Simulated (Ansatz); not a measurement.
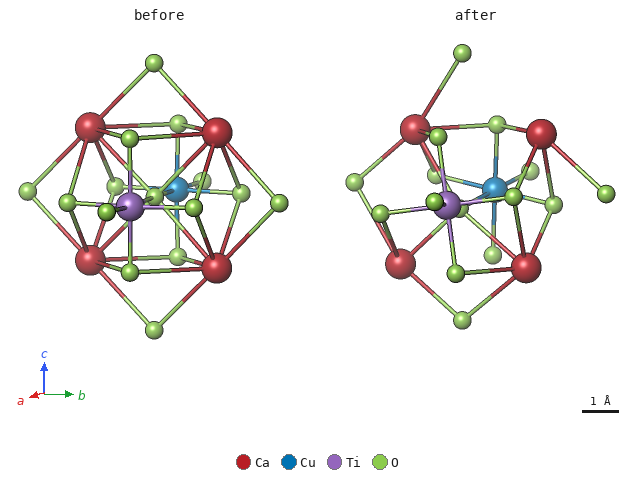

The structure of a defect cell of composition Ca8Cu2Ti6O24 before (left) and after (right) a relaxation, at one scale.

The picture is a ball-and-stick view of the atoms within 4.2 Å of the atom that moves most (axes of the cell of the calculation), seen slightly off an axis.

All numbers below come from DFT, PBEsol, PAW, plane waves (Ansatz).

The input:
```yaml
crystal:
  lattice:
    - [7.682614, 0.000000, 0.000000]
    - [0.000000, 7.682614, 0.000000]
    - [0.000000, 0.000000, 7.682614]
  atoms:
    - { symbol: Ca, position: [0.993376, 0.998218, 0.003061] }
    - { symbol: Ca, position: [0.001592, 0.999795, 0.497413] }
    - { symbol: Ca, position: [0.002440, 0.497515, 0.001429] }
    - { symbol: Ca, position: [0.997531, 0.496168, 0.504459] }
    - { symbol: Ca, position: [0.499900, 0.000020, 0.999051] }
    - { symbol: Ca, position: [0.502659, 0.997738, 0.497432] }
    - { symbol: Ca, position: [0.497102, 0.499837, 0.002373] }
    - { symbol: Ca, position: [0.500386, 0.497938, 0.499876] }
    - { symbol: Cu, position: [0.248248, 0.248563, 0.251343] }
    - { symbol: Cu, position: [0.752479, 0.744832, 0.751790] }
    - { symbol: Ti, position: [0.248537, 0.249465, 0.747229] }
    - { symbol: Ti, position: [0.251284, 0.746725, 0.256219] }
    - { symbol: Ti, position: [0.250041, 0.750590, 0.744840] }
    - { symbol: Ti, position: [0.752124, 0.249292, 0.248841] }
    - { symbol: Ti, position: [0.748413, 0.249358, 0.747400] }
    - { symbol: Ti, position: [0.748650, 0.750316, 0.248035] }
    - { symbol: O, position: [0.251806, 0.248826, 0.998896] }
    - { symbol: O, position: [0.249396, 0.246440, 0.501859] }
    - { symbol: O, position: [0.248135, 0.748246, 0.999000] }
    - { symbol: O, position: [0.251981, 0.750327, 0.498859] }
    - { symbol: O, position: [0.753580, 0.251371, 0.998761] }
    - { symbol: O, position: [0.751002, 0.252332, 0.499826] }
    - { symbol: O, position: [0.749728, 0.751383, 0.997613] }
    - { symbol: O, position: [0.748628, 0.749259, 0.499644] }
    - { symbol: O, position: [0.001272, 0.254430, 0.250583] }
    - { symbol: O, position: [0.000844, 0.248419, 0.751408] }
    - { symbol: O, position: [0.002204, 0.751364, 0.254132] }
    - { symbol: O, position: [0.999474, 0.753372, 0.753989] }
    - { symbol: O, position: [0.499633, 0.245680, 0.251588] }
    - { symbol: O, position: [0.498383, 0.251680, 0.744611] }
    - { symbol: O, position: [0.499576, 0.750564, 0.250871] }
    - { symbol: O, position: [0.501216, 0.752440, 0.753861] }
    - { symbol: O, position: [0.247012, 0.998677, 0.252609] }
    - { symbol: O, position: [0.246688, 0.002250, 0.751163] }
    - { symbol: O, position: [0.248869, 0.497007, 0.249718] }
    - { symbol: O, position: [0.247826, 0.501369, 0.748984] }
    - { symbol: O, position: [0.749592, 0.000618, 0.245195] }
    - { symbol: O, position: [0.754058, 0.003413, 0.749074] }
    - { symbol: O, position: [0.750731, 0.505257, 0.252124] }
    - { symbol: O, position: [0.748412, 0.501255, 0.752118] }
  symmetry: { detect: false }
kpoints:
  mp_grid: { grid: [1, 1, 1], shift: [0.25, 0.25, 0.25] }
hamiltonian:
  xc: pbesol
scf:
  occupations: { method: fermi_dirac, width: 0.01 }
relax:
  f_tol: 0.03
  max_steps: 80
  escape_saddle: false
  adjacent_minimum: "off"
output:
  forces: true
  eigenvalues: true
  populations: true
```

Command:
```bash
ansatz run in.yaml --threads 8 --pin off --max-ram 13300MiB --runs-dir r --events-out ev --progress --plain
```

Summarise the run.

Answer. Over 9 geometry steps the energy falls by 2.693 eV per cell of the calculation. The largest force component goes from 1.4 to 0.017 eV/Å. O28 moves most: 0.51 Å along [0 −1 −1]. By element the largest moves are O 0.51 Å, Ca 0.27 Å, Ti 0.06 Å, Cu 0.04 Å. The lattice vectors keep their values. Near-neighbour distances that change, for instance: Ca4–O40 2.699 → 3.353 Å, Ca1–O28 2.684 → 3.315 Å, Ca1–O27 2.706 → 3.263 Å, Ca2–O26 2.731 → 3.271 Å. Among the angles between lasting bonds that change: Cu10–O28–Ti13 176.3° → 152.4°, Ca4–O28–Cu10 87.9° → 108.0°, Ca2–O28–Ca3 177.7° → 160.9°. The run took 24 s on 8 threads of AMD EPYC 9R45 96-Core Processor, peak memory 0.97 GiB.

Limits of the set-up: the periodic images lie only 7.7 Å apart, so the values are limited by the cell's size.
